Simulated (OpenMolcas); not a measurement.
**A workflow on C2HClFIn (SMILES C#[C][In]([F])[Cl])**

We compute a single-point energy (HF/ANO-RCC-MB), then the energy (CASSCF(2,2)/ANO-RCC-VDZP), then the energy along one coordinate (CASPT2(2,2)/ANO-RCC-VDZP), then an energy scan (SC-NEVPT2(2,2)/ANO-RCC-VDZP), then an energy scan (MC-PDFT[tPBE](2,2)/ANO-RCC-VDZP) of C2HClFIn. 

The calculation is run with OpenMolcas 26.06.

### Step 1. The structure to begin with

The species is C2HClFIn (6 atoms), meant as a singlet with charge 0. SMILES: `C#[C][In]([F])[Cl]`. The shape is that of a PBE0-D4/def2-TZVP optimisation.

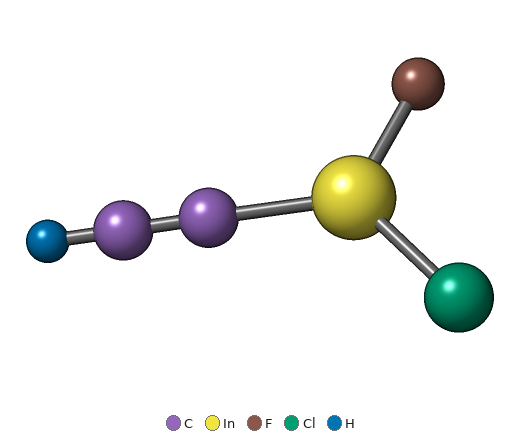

The structure, seen from a chosen angle (carbon purple, indium yellow, fluorine brown, chlorine teal, hydrogen blue).

### Step 2. A single-point energy at HF/ANO-RCC-MB (DKH2) (run 1)

geom.xyz reads:

```xyz
6

C      1.088300     0.340300     1.700800
C      0.438900     0.120100     0.708700
In    -0.655800    -0.235700    -0.984700
F     -1.773600    -1.806600    -1.123700
Cl    -0.759200     1.049500    -2.880900
H      1.661500     0.532400     2.579900
```

step1.inp reads:

```
&GATEWAY
Coord=geom.xyz
Basis=ANO-RCC-MB
Group=NoSym
&SEWARD
&SCF
PrOrbitals=0
&LOCALISATION
Occupied
Freeze
Pipek-Mezey
&LOCALISATION
FileOrb=$Project.LocOrb
Virtual
Pipek-Mezey
```

Started as:

```console
$ export MOLCAS_MEM=1860
$ pymolcas step1.inp > step1.log
```

The log of the run:

```text
--- Start Module: gateway ---
[...]
--- Stop Module: gateway /rc=_RC_ALL_IS_WELL_ ---
[...]
      Basis functions           52
[...]
       Convergence after  12 Iterations
[...]
::    Total SCF energy                              -6513.7435183481
[...]
      Total spin, S                                     0.0000000000
[...]
      Total electronic charge=   88.000000
      Total            charge=   -0.000000
[...]
      Dipole Moment (debye):
      Origin of the operator (angstrom)=   -0.5962   -0.0962   -1.0508
                   X=  1.6171E+00               Y=  5.2103E-01               Z=  2.5065E+00           Total=  3.0281E+00
      Quadrupole Moment (debye*angstrom):
[...]
--- Start Module: localisation ---
[...]
--- Stop Module: localisation /rc=_RC_ALL_IS_WELL_ ---
--- Start Module: localisation ---
[...]
--- Stop Module: localisation /rc=_RC_ALL_IS_WELL_ ---
[...]
```

Wall time 6.3 s (1 thread of Intel Xeon 6975P-C (Granite Rapids), shared host); peak memory 0.41 GiB.

### Step 3. A single-point energy at CASSCF(2,2)/ANO-RCC-VDZP (DKH2, RICD fitting) (run 2)

geom.xyz is that of step 2.

step2.inp reads:

```
* C2HClFIn CASSCF
&GATEWAY
Coord=geom.xyz
Basis=ANO-RCC-MB
Group=NoSym
&SEWARD
&RASSCF
FileOrb=$CurrDir/step1.LocOrb
Alter=2
1 40 44
1 45 46
Spin=1
Nactel=2 0 0
Inactive=43
Ras2=2
OrbListing=Nothing
>>> COPY $Project.RunFile RUNFIL1
>>> COPY $Project.RasOrb INPORB
&GATEWAY
Coord=geom.xyz
Basis=ANO-RCC-VDZP
Group=NoSym
RICD
&SEWARD
>>> COPY $Project.RunFile RUNFIL2
&EXPBAS
&RASSCF
FileOrb=$Project.ExpOrb
Spin=1
Nactel=2 0 0
Inactive=43
Ras2=2
OrbListing=Nothing
OrbAppear=Compact
```

Started as:

```console
$ export MOLCAS_MEM=1860
$ pymolcas step2.inp > step2.log
```

The log of the run:

```text
--- Start Module: gateway ---
[...]
--- Stop Module: gateway /rc=_RC_ALL_IS_WELL_ ---
[...]
      Basis functions           52
[...]
      Number of active orbitals                  2
[...]
      Spin quantum number                      0.0
[...]
      Active orbitals                            2
[...]
      Number of CSFs                             3
[...]
      Number of root(s) required                 1
[...]
      Convergence after 15 iterations
[...]
      printout of CI-coefficients larger than  0.05 for root  1
      energy=   -6513.750061
      conf/sym  11     Coeff  Weight
             1  20   0.99576 0.99155
             3  02  -0.09194 0.00845
      Natural orbitals and occupation numbers for root  1
      sym 1:   1.983095   0.016905
      ************************************************************************************************************************
      *                                                    Final results                                                     *
[...]
::    RASSCF root number  1 Total energy:  -6513.75006103
[...]
      Basis functions          108
[...]
--- Start Module: expbas ---
[...]
--- Stop Module: expbas /rc=_RC_ALL_IS_WELL_ ---
--- Start Module: rasscf ---
[...]
      Convergence after 18 iterations
[...]
      Natural orbitals and occupation numbers for root  1
      sym 1:   1.986658   0.013342
      ************************************************************************************************************************
      *                                                    Final results                                                     *
[...]
::    RASSCF root number  1 Total energy:  -6513.96199651
[...]
      Total electronic charge=   88.000000
      Total            charge=   -0.000000
[...]
      Dipole Moment (debye):
      Origin of the operator (angstrom)=   -0.5962   -0.0962   -1.0508
                   X=  2.4668E+00               Y=  1.6002E+00               Z=  2.7637E+00           Total=  4.0353E+00
      Quadrupole Moment (debye*angstrom):
[...]
--- Stop Module: rasscf /rc=_RC_ALL_IS_WELL_ ---
[...]
```

Run time: 22 s. Hardware: 1 thread of Intel Xeon 6975P-C (Granite Rapids), shared host; peak memory 0.41 GiB.

### Step 4. An energy scan at CASPT2(2,2)/ANO-RCC-VDZP (DKH2, RICD fitting, ipea shift 0.25 Eh, pt2 variant SS) (run 3)

step3.input reads:

```
>>> COPY $CurrDir/step2.RasOrb $Project.RasOrb
>>> ForEach K in (1, 2, 3, 4, 5, 6, 7, 8, 9)
&GATEWAY
Coord=$CurrDir/point$K.xyz
Basis=ANO-RCC-VDZP
Group=NoSym
RICD
&SEWARD
&RASSCF
FileOrb=$Project.RasOrb
Spin=1
Nactel=2 0 0
Inactive=43
Ras2=2
OrbListing=Nothing
OrbAppear=Compact
&CASPT2
Imaginary=0.2
Frozen=26
>>> EndDo
```

Started as:

```console
$ export MOLCAS_MEM=1860
$ pymolcas step3.input > step3.log
```

The log of the run (excerpt; [...] marks lines left out):

```text
[...]
      Basis functions          108
[...]
      Number of active orbitals                  2
[...]
      Spin quantum number                      0.0
[...]
      Active orbitals                            2
[...]
      Number of CSFs                             3
[...]
      Number of root(s) required                 1
[...]
      Convergence after 13 iterations
[...]
      Natural orbitals and occupation numbers for root  1
      sym 1:   1.991612   0.008388
      ************************************************************************************************************************
      *                                                    Final results                                                     *
[...]
::    RASSCF root number  1 Total energy:  -6513.93529479
[...]
      E2 (Variational):          -0.9793562697
[...]
::    CASPT2 Root  1     Total energy:  -6514.91465106
[...]
      Convergence after 11 iterations
[...]
      Natural orbitals and occupation numbers for root  1
      sym 1:   1.986658   0.013342
      ************************************************************************************************************************
      *                                                    Final results                                                     *
[...]
      Convergence after 20 iterations
[...]
      Natural orbitals and occupation numbers for root  1
      sym 1:   1.595336   0.404664
      ************************************************************************************************************************
      *                                                    Final results                                                     *
[...]
      Convergence after 19 iterations
[...]
      Natural orbitals and occupation numbers for root  1
      sym 1:   1.255982   0.744018
      ************************************************************************************************************************
      *                                                    Final results                                                     *
[...]
      Convergence after 30 iterations
[...]
::    RASSCF root number  1 Total energy:  -6513.84406892
[...]
::    CASPT2 Root  1     Total energy:  -6514.80214801
[...]
      Convergence after  6 iterations
[...]
::    RASSCF root number  1 Total energy:  -6513.84399922
[...]
      E2 (Variational):          -0.9576988624
[...]
::    CASPT2 Root  1     Total energy:  -6514.80169808
[...]
```

Run time: 2.4 min. Hardware: 1 thread of Intel Xeon 6975P-C (Granite Rapids), shared host; peak memory 0.37 GiB.

The scan, from its lowest point:

```
Cl5–In3 (Å)  energy (kJ/mol)
      2.064             58.6
      2.293              0.0
      2.522             25.0
      2.866            107.5
      3.325            215.9
      3.898            306.2
      4.586            345.8
      5.503            354.0
      6.879            355.2
```

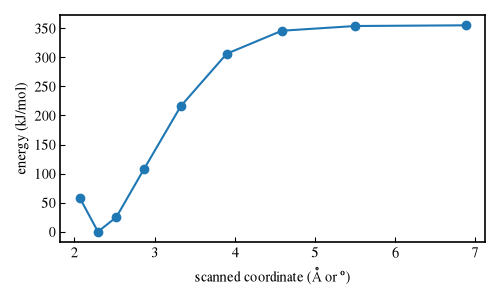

Energy along the scan.

### Step 5. An energy scan at SC-NEVPT2(2,2)/ANO-RCC-VDZP (DKH2, RICD fitting, pt2 variant SC-NEVPT2) (run 4)

step4.input reads:

```
>>> COPY $CurrDir/step2.RasOrb $Project.RasOrb
>>> ForEach K in (1, 2, 3, 4, 5, 6, 7, 8, 9)

&gateway
  coord
  $CurrDir/point$K.xyz
  basis
  ANO-RCC-VDZP
  group
  NoSym
  ricd

&seward

&rasscf
  fileorb
  $Project.RasOrb
  spin
  1
  nactel
  2 0 0
  inactive
  43
  ras2
  2
  orblisting
  Nothing
  orbappear
  Compact

&caspt2
  sc-nevpt2
  frozen
  26
>>> EndDo
```

Started as:

```console
$ export MOLCAS_MEM=1860
$ pymolcas step4.input > step4.log
```

The log of the run (excerpt; [...] marks lines left out):

```text
[...]
      Basis functions          108
[...]
      Number of active orbitals                  2
[...]
      Spin quantum number                      0.0
[...]
      Active orbitals                            2
[...]
      Number of CSFs                             3
[...]
      Number of root(s) required                 1
[...]
      Convergence after 13 iterations
[...]
      Natural orbitals and occupation numbers for root  1
      sym 1:   1.991612   0.008388
      ************************************************************************************************************************
      *                                                    Final results                                                     *
[...]
::    RASSCF root number  1 Total energy:  -6513.93529479
[...]
      E2 (Variational):          -0.9705855338
[...]
::    SC-NEVPT2 Root  1     Total energy:  -6514.90576039
[...]
      Convergence after 11 iterations
[...]
      Natural orbitals and occupation numbers for root  1
      sym 1:   1.986658   0.013342
      ************************************************************************************************************************
      *                                                    Final results                                                     *
[...]
      Convergence after 20 iterations
[...]
      Natural orbitals and occupation numbers for root  1
      sym 1:   1.595336   0.404664
      ************************************************************************************************************************
      *                                                    Final results                                                     *
[...]
      Convergence after 19 iterations
[...]
      Natural orbitals and occupation numbers for root  1
      sym 1:   1.255982   0.744018
      ************************************************************************************************************************
      *                                                    Final results                                                     *
[...]
      Convergence after 30 iterations
[...]
::    RASSCF root number  1 Total energy:  -6513.84406892
[...]
::    SC-NEVPT2 Root  1     Total energy:  -6514.79970806
[...]
      Convergence after  6 iterations
[...]
::    RASSCF root number  1 Total energy:  -6513.84399922
[...]
      E2 (Variational):          -0.9552734460
[...]
::    SC-NEVPT2 Root  1     Total energy:  -6514.79927266
[...]
```

It took 2.4 min on 1 thread of Intel Xeon 6975P-C (Granite Rapids), shared host; peak memory 0.37 GiB.

The scan, from its lowest point:

```
Cl5–In3 (Å)  energy (kJ/mol)
      2.064             62.7
      2.293              0.0
      2.522             14.3
      2.866             88.5
      3.325            199.1
      3.898            293.9
      4.586            333.6
      5.503            341.2
      6.879            342.3
```

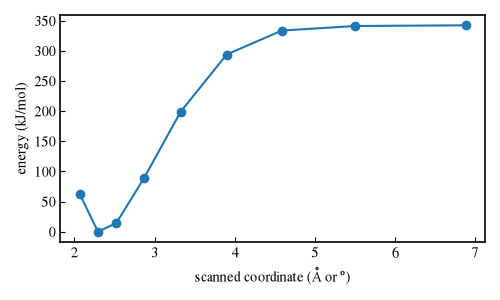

Energy along the scan.

### Step 6. An energy scan at MC-PDFT[tPBE](2,2)/ANO-RCC-VDZP (DKH2, RICD fitting) (run 5)

step5.input reads:

```
* C2HClFIn MC-PDFT
>>> COPY $CurrDir/step2.RasOrb $Project.RasOrb
>>> ForEach K in (1, 2, 3, 4, 5, 6, 7, 8, 9)

&gateway
 coord
 $CurrDir/point$K.xyz
 basis
 ANO-RCC-VDZP
 group
 NoSym
 ricd

&seward

&rasscf
 fileorb
 $Project.RasOrb
 spin
 1
 nactel
 2 0 0
 inactive
 43
 ras2
 2
 orblisting
 Nothing
 orbappear
 Compact

&mcpdft
 ksdft
 T:PBE
>>> EndDo
```

Started as:

```console
$ export MOLCAS_MEM=1860
$ pymolcas step5.input > step5.log
```

The log of the run (excerpt; [...] marks lines left out):

```text
--- Start Module: gateway ---
[...]
      Basis functions          108
[...]
      Number of active orbitals                  2
[...]
      Spin quantum number                      0.0
[...]
      Active orbitals                            2
[...]
      Number of CSFs                             3
[...]
      Number of root(s) required                 1
[...]
      Convergence after 13 iterations
[...]
      Natural orbitals and occupation numbers for root  1
      sym 1:   1.991612   0.008388
      ************************************************************************************************************************
      *                                                    Final results                                                     *
[...]
::    RASSCF root number  1 Total energy:  -6513.93529479
[...]
::    MCPDFT root number  1 Total energy:  -6517.41303652
[...]
      Convergence after 11 iterations
[...]
      Natural orbitals and occupation numbers for root  1
      sym 1:   1.986658   0.013342
      ************************************************************************************************************************
      *                                                    Final results                                                     *
[...]
      Convergence after 20 iterations
[...]
      Natural orbitals and occupation numbers for root  1
      sym 1:   1.595336   0.404664
      ************************************************************************************************************************
      *                                                    Final results                                                     *
[...]
      Convergence after 19 iterations
[...]
      Natural orbitals and occupation numbers for root  1
      sym 1:   1.255982   0.744018
      ************************************************************************************************************************
      *                                                    Final results                                                     *
[...]
      Convergence after 30 iterations
[...]
::    RASSCF root number  1 Total energy:  -6513.84406892
[...]
::    MCPDFT root number  1 Total energy:  -6517.29051995
[...]
      Convergence after  6 iterations
[...]
::    RASSCF root number  1 Total energy:  -6513.84399922
[...]
      Total electronic charge=   88.000000
      Total            charge=   -0.000000
[...]
::    MCPDFT root number  1 Total energy:  -6517.29038398
[...]
```

Run time: 2.4 min. Hardware: 1 thread of Intel Xeon 6975P-C (Granite Rapids), shared host; peak memory 0.37 GiB.

The scan, from its lowest point:

```
Cl5–In3 (Å)  energy (kJ/mol)
      2.064             59.0
      2.293              0.0
      2.522             21.5
      2.866             97.5
      3.325            201.7
      3.898            309.7
      4.586            369.3
      5.503            380.6
      6.879            381.0
```

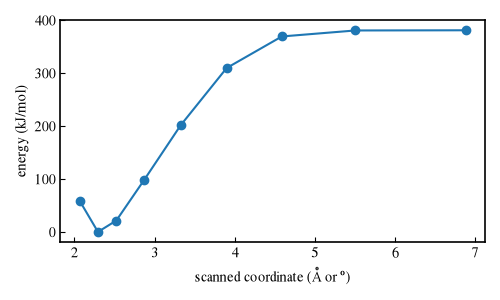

Energy along the scan.

### Step 7. Summary of results

| quantity | value |
| --- | --- |
| run 1, HF/ANO-RCC-MB: total energy | -6513.74352 Eh |
| run 1, HF/ANO-RCC-MB: dipole moment | 3.03 D |
| run 1, HF/ANO-RCC-MB: HOMO energy | -12.63 eV |
| run 1, HF/ANO-RCC-MB: LUMO energy | 0.25 eV |
| run 1, HF/ANO-RCC-MB: HOMO–LUMO gap | 12.88 eV |
| run 2, CASSCF(2,2)/ANO-RCC-VDZP: total energy | -6513.96200 Eh |
| run 2, CASSCF(2,2)/ANO-RCC-VDZP: dipole moment (CASSCF density) | 4.04 D |
| run 3, CASPT2(2,2)/ANO-RCC-VDZP: lowest energy of the scan | -6514.93697 Eh |
| run 4, SC-NEVPT2(2,2)/ANO-RCC-VDZP: lowest energy of the scan | -6514.92966 Eh |
| run 5, MC-PDFT[tPBE](2,2)/ANO-RCC-VDZP: lowest energy of the scan | -6517.43549 Eh |

What this shows: Mulliken charges (run 1, HF/ANO-RCC-MB) run from -0.61 on F4 to +1.49 on In3; they depend strongly on the basis.
